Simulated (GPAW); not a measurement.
# A GW chain in GPAW: LiH (honeycomb monolayer), part 2 of 2

How does a plane-wave GW calculation on LiH (honeycomb monolayer) run from the first input to the gap?

GPAW 26.7.0; LDA and many-body steps on it, plane waves. Known limits of the many-body steps: not at the basis limit.

So far. Step 4 (Bands along the symmetry lines): The gap is 3.288 eV, as in the run before at this level. Step 5 (Empty states on the mesh, 12×12×1 mesh, 219 bands): On this mesh the gap is 3.288 eV.

## 6. Screening and self-energy, 12×12×1 mesh, 97 bands, screening to 60 eV

G0W0 replaces the xc potential by the self-energy, built once from these orbitals. Only a window of levels is corrected, while the sums run over the empty bands that the input names.

This step: G0W0 on LDA, plane waves, PAW.

run.py reads:

```python
import json
import numpy as np
from gpaw.mpi import world
from gpaw.response.g0w0 import G0W0

gw = G0W0('full.gpw',
    filename='gw',
    kpts=[0, 9],
    bands=(0, 3),
    ecut=60,
    nbands=97,
    truncation='2D',
    integrate_gamma='sphere',
    q0_correction=True,
    frequencies={'type': 'nonlinear', 'domega0': 0.15, 'omega2': 15.0},
    eta=0.1,
    nblocksmax=True)
gw.calculate()
res = {mode: {k: v for k, v in r.items() if k != 'sigma_eskwn'}
       for mode, r in gw.all_results.items()}

if world.rank == 0:
    with open('result.json', 'w') as f:
        json.dump(res, f, default=lambda x: x.tolist())
```

Command:

```
$ mpirun -n 4 gpaw python run.py
```

Numbers of over 12 decimals in the logs are rounded to 6 here.

What it wrote:

```text
Using integrator: PointIntegrator
NonLinearFrequencyDescriptor(from 0.000 to 68.588 eV, 159 points)
Nonperiodic BCs:  [False False  True]
Using integrator: PointIntegrator
NonLinearFrequencyDescriptor(from 0.000 to 68.588 eV, 159 points)
Nonperiodic BCs:  [False False  True]
Applying analytical 2D correction to W:
    Evaluating Gamma point contribution to W on a 13x13x1 grid
  ___  _ _ _
 |   || | | |
 | | || | | |
 |__ ||_____|
 |___|

BZ k-points: Symmetries present (total): 6

  [... matrices ...]
144 k-points: 12 x 12 x 1 Monkhorst-Pack grid + [1/24,1/24,0.000000]
19 k-points in the irreducible part of the Brillouin zone
       k-points in crystal coordinates                weights
   0:    -0.00000000   -0.00000000    0.00000000          1/144
   1:     0.08333333   -0.00000000    0.00000000          6/144
   2:     0.16666667   -0.08333333    0.00000000          6/144
   3:     0.16666667   -0.00000000    0.00000000          6/144
   4:     0.25000000   -0.08333333    0.00000000         12/144
   5:     0.25000000   -0.00000000    0.00000000          6/144
   6:     0.33333333   -0.16666667    0.00000000          6/144
   7:     0.33333333   -0.08333333    0.00000000         12/144
   8:     0.33333333   -0.00000000    0.00000000          6/144
   9:     0.33333333    0.33333333    0.00000000          2/144
          ...
  18:     0.50000000    0.50000000    0.00000000          3/144

Distributing spins, k-points and bands (1 x 2 x 3) over 1 process
Number of blocks: 4

Quasi particle states:
k-points (IBZ indices): [0, 9]
Band range: (0, 3)
  [... matrices ...]
Computational parameters:
Plane wave cut-off: 60 eV
Number of bands: 97
Coulomb cutoff: 2D
Broadening: 0.1 eV

fxc modes: GW
Kernel: RPA
Using full-frequency real axis integration
Summing all q:

Calculating screened Coulomb potential
2D Coulomb truncation
NonLinearFrequencyDescriptor(from 0.000 to 68.588 eV, 159 points)
Removing empty qpoint cache files...

Calculating chi0 body with:
    Ground state adapter containing:
    Number of spins: 1
    Number of kpoints: 144
    Number of irreducible kpoints: 19
    Number of completely occupied states: 1
    Number of partially occupied states: 1
    Occupied states memory: 0.346069 M / cpu

    Linear response parametrization:
    q_c: [-2.0816681711721685e-17, -2.0816681711721685e-17, 0.0]
    Number of frequency points: 159
    Planewave cutoff: 60.0
    Number of bands: 97
    Number of planewaves: 81
    Broadening (eta): 0.1
    comm.size: 4
    kncomm.size: 1
    blockcomm.size: 4

    Memory estimate of potentially large arrays:
        chi0_wGG: 3.979488 M / cpu
Integrating chi0 body.

Symmetries of q_c:
    Direct symmetries (Uq -> q): 6
    Indirect symmetries (TUq -> q): 6
In total 12 allowed symmetries.

  [... matrices ...]
19 groups of equivalent kpoints. 86.805556% reduction.

Integral kind: spectral function
Integrating chi0 head and wings.

Symmetries of q_c:
    Direct symmetries (Uq -> q): 6
    Indirect symmetries (TUq -> q): 6
In total 12 allowed symmetries.

  [... matrices ...]
19 groups of equivalent kpoints. 86.805556% reduction.

Integral kind: spectral function wings

Calculating chi0 body with:
    Ground state adapter containing:
    Number of spins: 1
    Number of kpoints: 144
    Number of irreducible kpoints: 19
    Number of completely occupied states: 1
    Number of partially occupied states: 1
[... the further q-points ...]

Results:
f:      Occupation numbers
eps:     KS-eigenvalues [eV]
vxc:     KS vxc [eV]
exx:     Exact exchange [eV]
sigma:   Self-energies [eV]
dsigma:  Self-energy derivatives
Z:       Renormalization factors
qp:      QP-energies [eV]

k-point 0 (0): (-0.000, -0.000, 0.000)                GW
band       f     eps     vxc     exx   sigma  dsigma       Z      qp
                                                                   GW
   0   1.000  -6.681  -9.407 -14.256   1.375  -0.304   0.767  -9.345
   1   0.000  -1.414  -4.191  -1.118  -1.358  -0.124   0.890   0.113
   2   0.000   0.349  -1.545  -0.425  -0.578  -0.063   0.941   0.858

k-point 1 (9): (0.333, 0.333, 0.000)                GW
band       f     eps     vxc     exx   sigma  dsigma       Z      qp
                                                                   GW
   0   1.000  -4.702 -10.473 -14.427   0.976  -0.233   0.811  -7.116
   1   0.000   0.760  -6.892  -2.664  -1.912  -0.164   0.859   2.750
   2   0.000   4.450  -6.440  -2.405  -2.044  -0.193   0.838   6.119
```

It took 1.8 min on 4 MPI ranks of Arm Neoverse V1, shared host; peak memory 1.3 GiB; 7.1 min of CPU time.

This step gave:

```yaml
g0w0_gap_on_the_points_computed: 7.228 eV
least_direct_g0w0_gap_on_the_computed_points: 9.457 eV
z_at_the_valence_top: 0.8107
z_at_the_conduction_bottom: 0.8900
starting_gap_on_the_mesh: 3.288 eV
k_of_the_valence_top: 0.3333, 0.3333, 0
k_of_the_conduction_bottom: 0, 0, 0
```

The gap on the mesh goes from 3.29 eV to 7.23 eV, a correction of +3.94 eV.

Limits: finite bands, cutoff and mesh. v1 is the top filled band, c1 the lowest empty one. Levels before and after the correction, in eV, zero at the valence-band top of each column:

```
           conduction bottom  valence top
Kohn-Sham               3.29         0.00
     G0W0               7.23         0.00
```

```csv
,level,energy (eV)
Kohn-Sham,Γ v1,-1.980
Kohn-Sham,Γ c1,3.288
Kohn-Sham,Γ c2,5.051
Kohn-Sham,(0.333 0.333 0) v1,0.000
Kohn-Sham,(0.333 0.333 0) c1,5.461
Kohn-Sham,(0.333 0.333 0) c2,9.151
G0W0,Γ v1,-2.229
G0W0,Γ c1,7.228
G0W0,Γ c2,7.974
G0W0,(0.333 0.333 0) v1,0.000
G0W0,(0.333 0.333 0) c1,9.866
G0W0,(0.333 0.333 0) c2,13.234
```

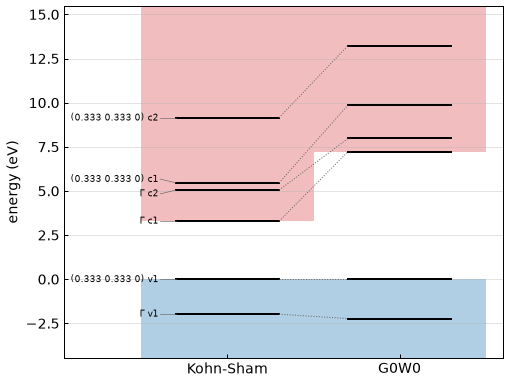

Levels before and after the correction. Shaded: valence and conduction bands.

## 7. Where the time went

Times are wall times on 4 MPI ranks of Arm Neoverse V1, shared host, good to a factor of about two.

| step | time | share | memory (GiB) |
| --- | --- | --- | --- |
| relaxation | 20 s | 6 % | 0.8 |
| ground state | 4.8 s | 2 % | 0.63 |
| bands along the symmetry lines | 4.7 s | 2 % | 0.67 |
| empty states on the mesh | 2.9 min | 57 % | 1.1 |
| screening and self-energy | 1.8 min | 34 % | 1.3 |

## 8. Outcome

```json
{
 "LDA gap": "3.29 eV, indirect",
 "G0W0 gap on the mesh": "7.23 eV",
 "GW settings": "12×12×1 mesh, 97 bands, screening to 60 eV, full frequency, Hilbert transform",
 "known limits": "not at the basis limit"
}
```

G0W0 moves the gap on the mesh from 3.29 eV to 7.23 eV (+3.94 eV), with Z of 0.81 and 0.89 at the edges. Only 2 of the mesh's irreducible points were corrected, so a valley elsewhere could overtake. The dearest step here is «empty states on the mesh». Bands and cutoff are finite, so the gap is not at the basis limit. The miss can reach some tenths of an eV and take either sign; the mesh is an error of its own. These stock PAW sets were not made for GW. In the G0W0 run levels were corrected at 2 k points alone, so a gap called «on the mesh» is the least over those, and an edge elsewhere would be missed.

[Paths, hosts, dates, memory and timing lines, banners, echoed tables and standing remarks are left out of the program output.]

[Logs are printed without paths, hosts, clocks, repeated set-up lines and the standing remarks that a program may print on its own settings, such as how far it seeks lower states.]

[Runs of the session that timed out or met a known fault of the program may be left out.]

[Hosts, paths, dates, database ids (printed as entryN), source tags and the programs' standing remarks are cut or masked in the printed files.]
